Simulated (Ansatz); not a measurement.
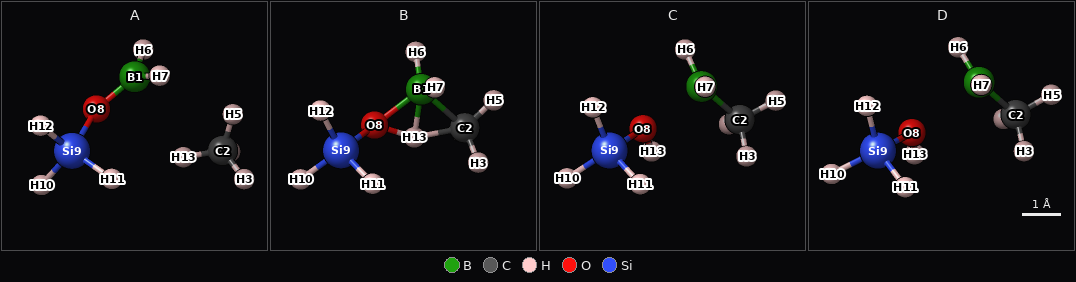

4 geometries from a converged minimum-energy path of CH₉BOSi, made up at the start of CH₅B and SiH$_{4}$O, shuffled. Style: ball-and-stick. Shown from a free direction.

All numbers below come from RHF/6-31G* (Ansatz). Settings: 9 movable images; climbing image; force threshold 0.05 eV/Å; iteration limit 50; starting path through a guess of the saddle point.

**Which frame is the transition state?**

B. In order along the path, whose images run from 0 to 10: D (image 0, 0.0 kJ/mol), C (image 1, +3.0 kJ/mol), B (image 3, +170.4 kJ/mol), A (image 6, −148.9 kJ/mol). Breaking: B–C (1.59 → 4.09 Å), H–O (0.95 → 3.69 Å). Forming: B–O (2.25 → 1.34 Å), C–H (2.92 → 1.08 Å).

Limits of the set-up: the start holds two separate molecules, 2.3 Å apart at their closest, whose relative position is a soft coordinate and is computed without a dispersion correction; Hartree-Fock leaves out electron correlation.

The run took 12 min on 1 thread of AMD EPYC 7R43 64-Core Processor (Zen 3) (shared host), peak memory 0.17 GiB.
